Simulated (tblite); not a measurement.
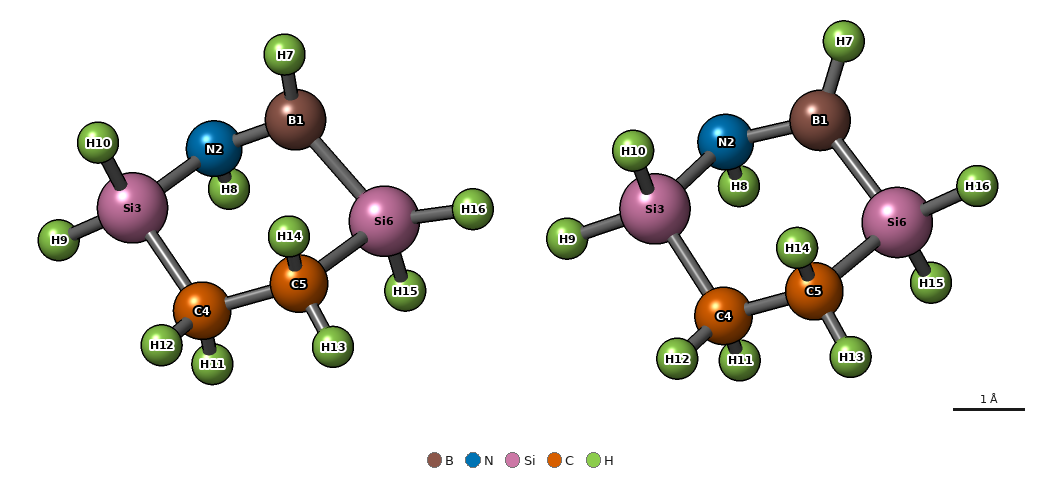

Two geometries of C₂H₁₀BNSi₂, drawn at one scale. One is the start of a relaxation, the other its converged end. The picture is a ball-and-stick view, seen at a tilt.

These are results of GFN2-xTB geometry optimisation, gas phase (tblite 0.8.0), not measurements. 

Which geometry has the lower energy?

The left one is the relaxed one. The largest move after the best rigid fit is that of H7, 0.92 Å. By element the largest moves are H 0.92 Å, Si 0.24 Å, B 0.18 Å, N 0.16 Å, C 0.15 Å. Near-neighbour distances that change, for instance: B1–N2 1.512 → 1.431 Å, C5–Si6 1.875 → 1.940 Å, N2–Si3 1.793 → 1.746 Å, N2–H8 1.060 → 1.014 Å. Among the angles between lasting bonds that change: B1–Si6–H16 111.6° → 123.8°, B1–Si6–C5 104.5° → 92.6°, B1–Si6–H15 109.3° → 119.8°. Groups turn about B1–N2 by about 30°. Over 79 geometry steps the energy falls by 11.3 kcal/mol.
